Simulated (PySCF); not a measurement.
**C₅H₇BClO: EPR calculation**

System: C₅H₇BClO, multiplicity 2.
Method: UKS B3LYP, pcH-1 on B C Cl H O, non-relativistic, mean-field spin-orbit, GIAO (PySCF 2.14.0).

It belongs to a series of runs on one base structure; here: H added to aryl C.

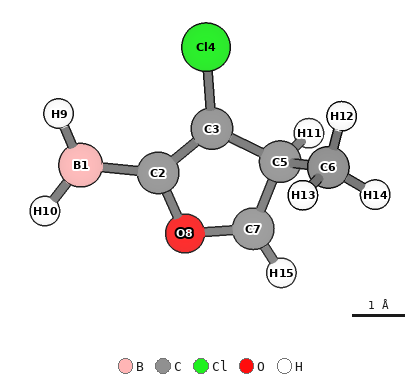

*The structure (ball-and-stick view, seen at a tilt; atoms are numbered from 1 in the order of the input).*

Bond lengths as drawn: B–C 1.52 Å, B–H 1.17 Å, C–C 1.38 to 1.55 Å, C–Cl 1.70 Å, C–H 1.07 to 1.10 Å and C–O 1.33 to 1.37 Å.

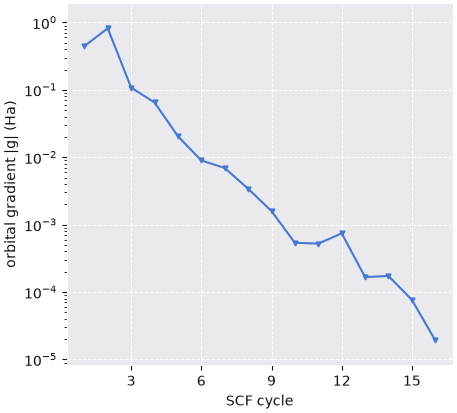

*Convergence of the self-consistent field: orbital gradient |g| against the SCF cycle.*

All cycles printed in the log are drawn one after another.

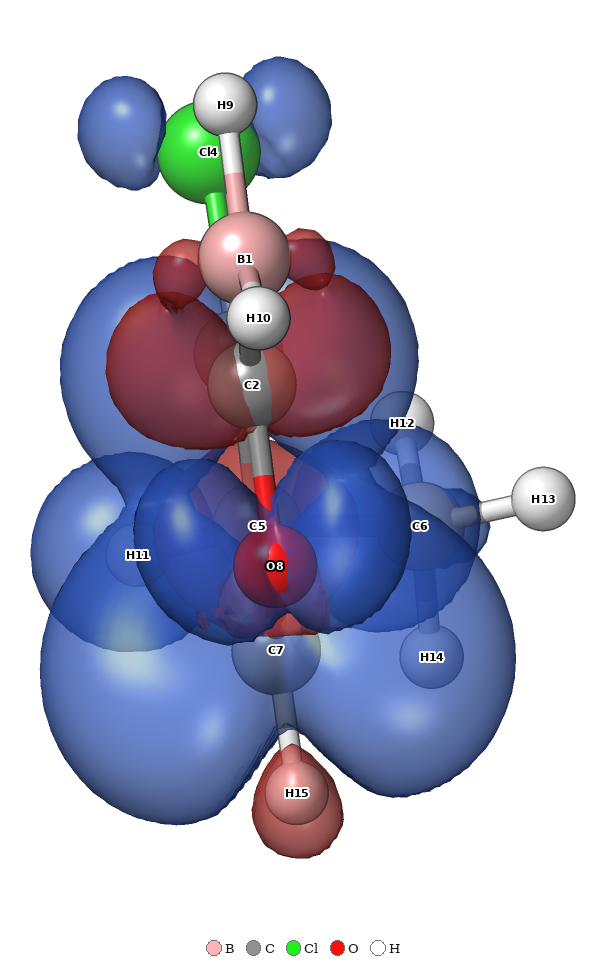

*Isosurfaces of the spin density at +0.01 (blue) and −0.01 e/Å³ (red), seen at an oblique angle.*

The unpaired spin (1 electron) lies mostly on C7 (about 0.5), C3 (about 0.1) and O8 (about 0.1), in electrons by Hirshfeld's partition.

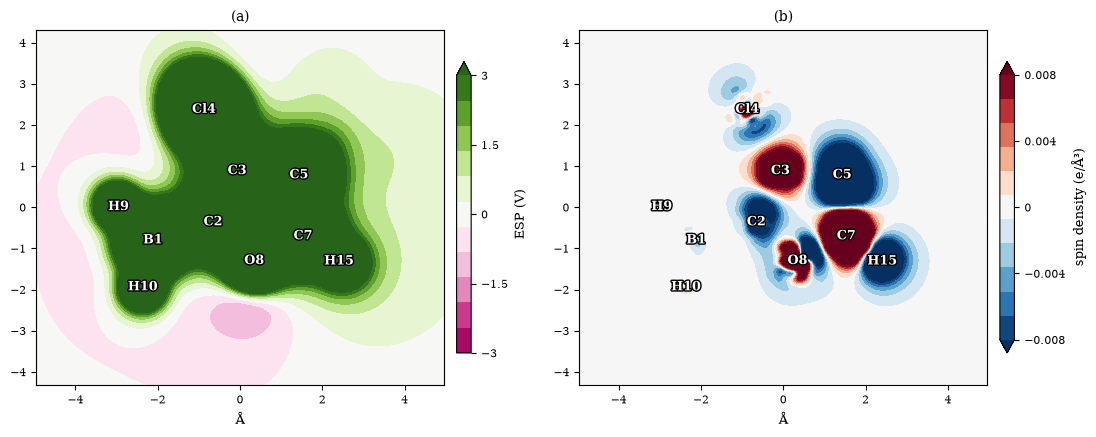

*(a) electrostatic potential; (b) spin density (α minus β) on the plane of atoms C3, C5 and C7.*

Atoms in the plane: B, C, Cl, O and H. The unpaired spin (1 electron) lies mostly on C7 (about 0.5), C3 (about 0.1) and O8 (about 0.1), in electrons by Hirshfeld's partition.

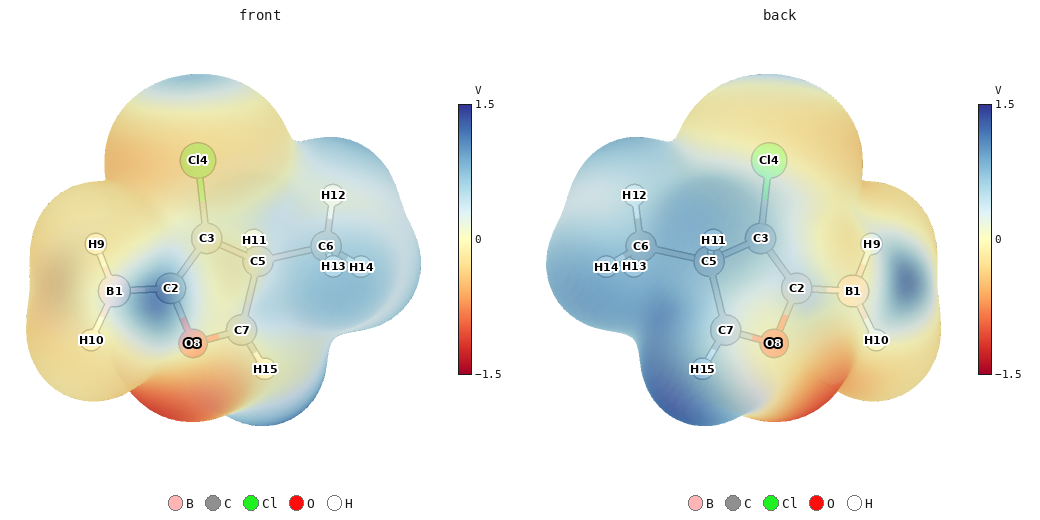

*The electrostatic potential painted on the density surface at 0.002 e/bohr³, seen at a tilt and from behind; red is negative and blue positive.*

A positive charge is drawn to the negative regions and a negative charge to the positive ones.

The input that produced these results follows, with the program's output.

## Input
```
{"job": {"kind": "epr", "basis": "pcH-1"}, "charge": 0, "multiplicity": 2}
B      2.839435     0.187170    -0.303886
C      1.374310    -0.153787    -0.067635
C      0.359692     0.529804     0.562261
Cl     0.474308     2.053521     1.298407
C     -0.933782    -0.238176     0.507928
C     -2.060455     0.506802    -0.242369
C     -0.421878    -1.439085    -0.202580
O      0.864722    -1.344905    -0.524660
H      3.257349     1.203777     0.087210
H      3.514765    -0.576327    -0.870473
H     -1.323736    -0.470934     1.513492
H     -2.309827     1.420294     0.290457
H     -1.736770     0.762945    -1.248190
H     -2.943972    -0.122808    -0.303688
H     -0.958574    -2.310301    -0.518184
```

The first line tells a small driver script what to run in PySCF; the rest is the geometry in Å.

Launch command:
```bash
OMP_NUM_THREADS=1 python <driver script> task.json out
```

## What the program printed
```
UKS, coarse grid
  cycle   1  E = -754.83194911  |g| = 4.44e-01
  cycle   2  E = -754.62068150  |g| = 8.18e-01
  cycle   3  E = -754.93563569  |g| = 1.08e-01
  cycle   4  E = -754.94124425  |g| = 6.49e-02
  cycle   5  E = -754.94377101  |g| = 2.05e-02
  cycle   6  E = -754.94425804  |g| = 8.95e-03
  cycle   7  E = -754.94444199  |g| = 6.93e-03
  cycle   8  E = -754.94447763  |g| = 3.41e-03
  cycle   9  E = -754.94448459  |g| = 1.59e-03
  cycle  10  E = -754.94448584  |g| = 5.38e-04
UKS, final grid
  cycle   1  E = -754.94444575  |g| = 5.23e-04
  cycle   2  E = -754.94444593  |g| = 7.43e-04
  cycle   3  E = -754.94444623  |g| = 1.67e-04
  cycle   4  E = -754.94444635  |g| = 1.73e-04
  cycle   5  E = -754.94444643  |g| = 7.67e-05
  cycle   6  E = -754.94444643  |g| = 1.92e-05
E = -754.94444643 Eh   <S^2> = 0.7700 (exact 0.7500)
g shifts (ppm)      1          2          3
  rmc          -186       -186       -186
  gc              3         42         40
  oz_so        -225       1772       2322
  total        -409       1627       2176
hyperfine (MHz)  atom isotope    a_iso     a_fc   dipolar eigenvalues
    0   11B      -0.69      -0.70     -2.98      0.98      1.99
    1   13C     -11.03     -11.01    -11.74      5.05      6.69
    2   13C      26.52      26.41    -20.82    -17.47     38.28
    3  35Cl       0.89       0.95     -6.60     -3.54     10.14
    4   13C     -41.81     -41.83     -1.40      0.02      1.38
    5   13C     112.44     112.45     -6.90     -6.78     13.68
    6   13C      75.53      75.55    -68.03    -65.81    133.84
    7   17O     -12.79     -12.87    -42.21     20.00     22.20
    8    1H       0.91       0.91     -0.97     -0.66      1.63
    9    1H       0.94       0.94     -1.40     -1.12      2.52
   10    1H     162.08     162.08     -4.02     -2.54      6.56
   11    1H       4.64       4.64     -3.98     -2.02      6.00
   12    1H      -5.58      -5.58     -5.32     -2.33      7.65
   13    1H      -4.58      -4.59     -4.64     -2.43      7.07
   14    1H     -56.48     -56.50    -32.09     -0.23     32.32
```

## Key numbers

| quantity | value |
| --- | --- |
| outcome | converged |
| total energy | −754.944446 hartree |
| ⟨S²⟩ | 0.770 |
| isotropic g | 2.0035 |
| hardware | 1 CPU thread, shared host |
| wall time | 71 s |
| peak memory | 0.97 GiB |
